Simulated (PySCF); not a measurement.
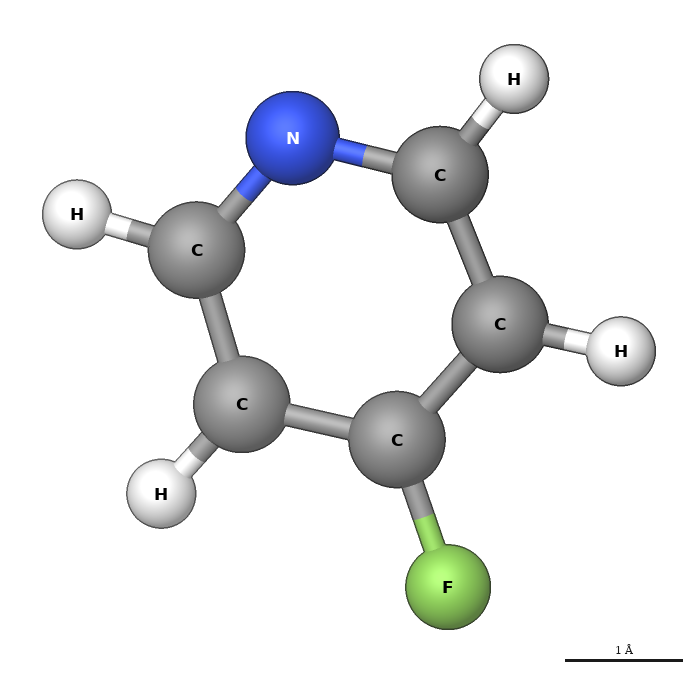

Ball-and-stick drawing of a structure.

Computed geometry: GFN2-xTB optimisation. No frequency run is at hand to confirm it as a minimum.

Give the formula.

C5H4FN, 11 atoms: 5 carbon, 4 hydrogen, 1 fluorine and 1 nitrogen.

Name some functional groups or characteristic bonds that it holds.

Among them: C–F bond.

Count the bonded pairs by element.

4 C–C, 4 C–H, 2 C–N, 1 C–F.

How many sets of symmetry-equivalent atoms are there?

7: 1 F, 1 C, 2 C, 2 C, 1 N, 2 H, 2 H.

Give the symmetry (Schoenflies symbol).

C2v.

The parts below concern this one geometry. Atoms keep their numbers from picture to picture.

## Shape

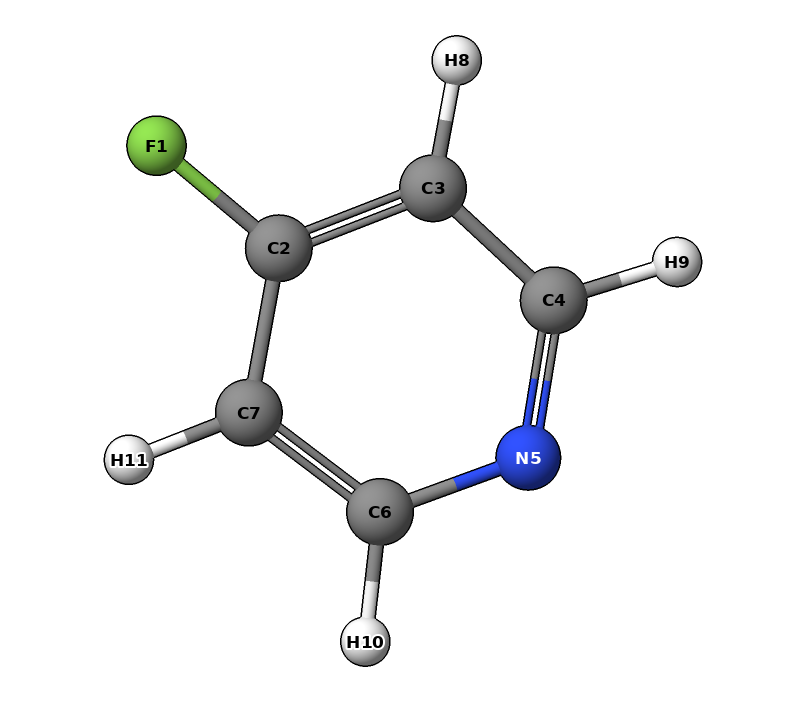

The atoms are numbered. No frequency run is at hand to confirm it as a minimum.

Which atoms are bonded, and how long are the bonds?

```json
{"bond": "F1–C2", "length (Å)": "1.345", "order": "single"}
{"bond": "C2–C3", "length (Å)": "1.384", "order": "aromatic"}
{"bond": "C2–C7", "length (Å)": "1.384", "order": "aromatic"}
{"bond": "C3–C4", "length (Å)": "1.387", "order": "aromatic"}
{"bond": "C3–H8", "length (Å)": "1.077", "order": "single"}
{"bond": "C4–N5", "length (Å)": "1.321", "order": "aromatic"}
{"bond": "C4–H9", "length (Å)": "1.081", "order": "single"}
{"bond": "N5–C6", "length (Å)": "1.321", "order": "aromatic"}
{"bond": "C6–C7", "length (Å)": "1.387", "order": "aromatic"}
{"bond": "C6–H10", "length (Å)": "1.082", "order": "single"}
{"bond": "C7–H11", "length (Å)": "1.078", "order": "single"}
```

## Excitation

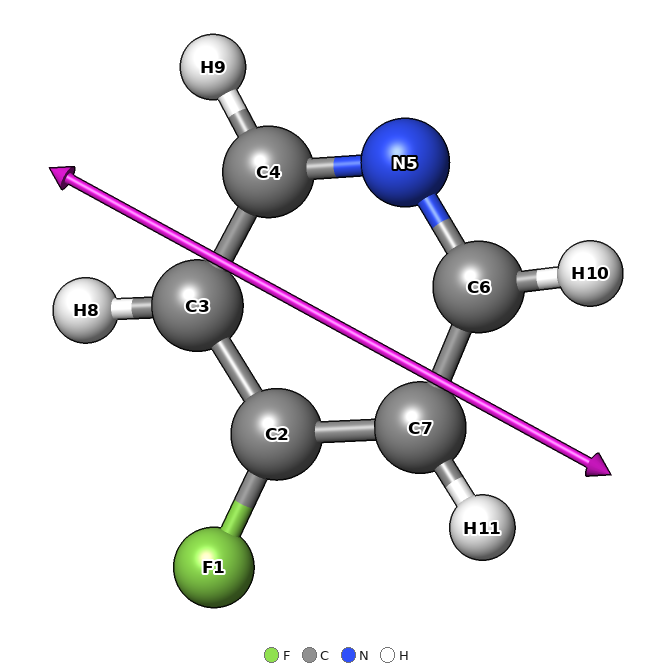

The double arrow shows the direction of the transition dipole to excited singlet state 5 (its length means nothing). No frequency run is at hand to confirm it as a minimum. Properties computed with TDDFT PBE0/def2-SVPD, vertical, gas phase, core orbitals frozen in the response (PySCF 2.14.0).

How is the transition polarised?

In the molecular plane, across the long direction F1···N5.

Give its energy, strength and character.

7.30 eV (170 nm), oscillator strength 0.46, mainly HOMO−2 → LUMO (weight 0.53); transition dipole 4.09 D.

## Ring current

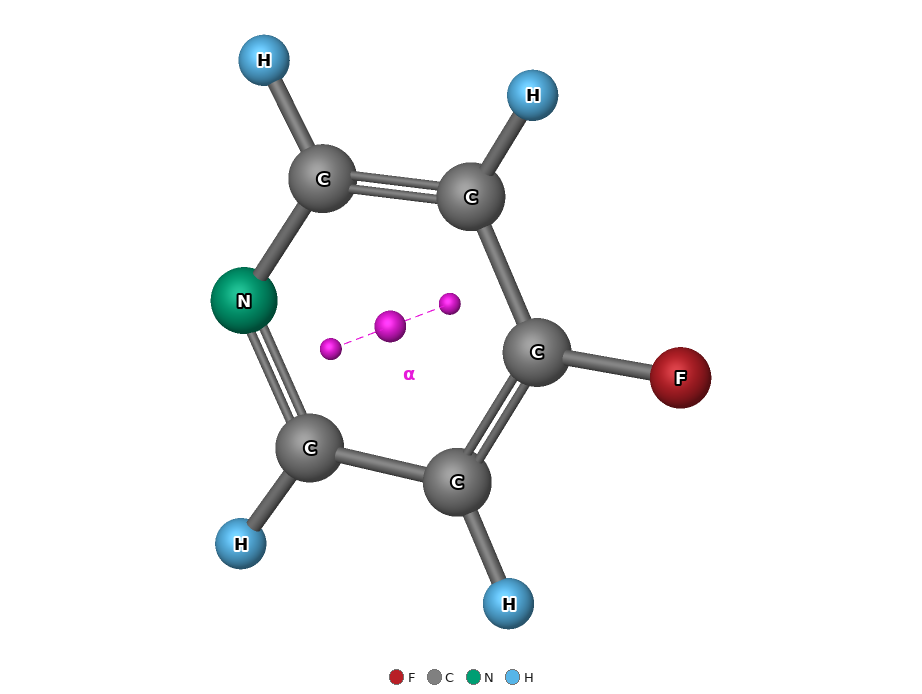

The small points mark where nucleus-independent chemical shifts (NICS) were computed: at the centre of each lettered ring and 1 Å above and below it. No frequency run is at hand to confirm it as a minimum. Properties computed with GIAO PBE0/pcSseg-1 NMR shielding, non-relativistic, gas phase (PySCF 2.14.0).

Give NICS(0), NICS(1) and the out-of-plane component NICS(1)zz for each ring (means of the two sides).

```csv
ring,members,NICS(0),NICS(1),NICS(1)zz
α,C5N,−9.3,−11.4,−28.4
```

Values in ppm.

What do the values say about the ring currents?

Ring α: diatropic, as in an aromatic ring. NICS is one index among several.

## Quadrupole coupling

No frequency run is at hand to confirm it as a minimum. Electric field gradients from the ground-state density, PBE0/pcSseg-1 (PySCF 2.14.0), non-relativistic apart from any core potentials.

Give the largest field-gradient component, the quadrupole coupling constant and the asymmetry for 14N at N5 (Q = 20.44 mb).

```
atom  V_zz (a.u.)  e²qQ/h (MHz)     η
  N5       −1.129         −5.42  0.32
```

## NMR shielding

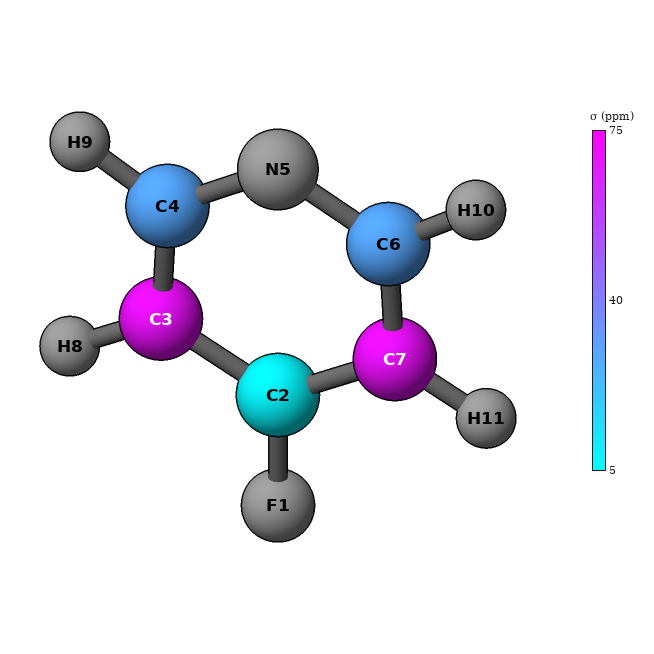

Atoms are coloured by their isotropic NMR shieldings (C only, the others grey). No frequency run is at hand to confirm it as a minimum. Method: GIAO PBE0/pcSseg-1 NMR shielding, non-relativistic, gas phase (PySCF 2.14.0).

List the isotropic NMR shieldings of the C atoms.

| atom | σ (ppm) |
| --- | --- |
| C2 | 7.3 |
| C3 | 70.3 |
| C4 | 28.9 |
| C6 | 28.9 |
| C7 | 70.3 |
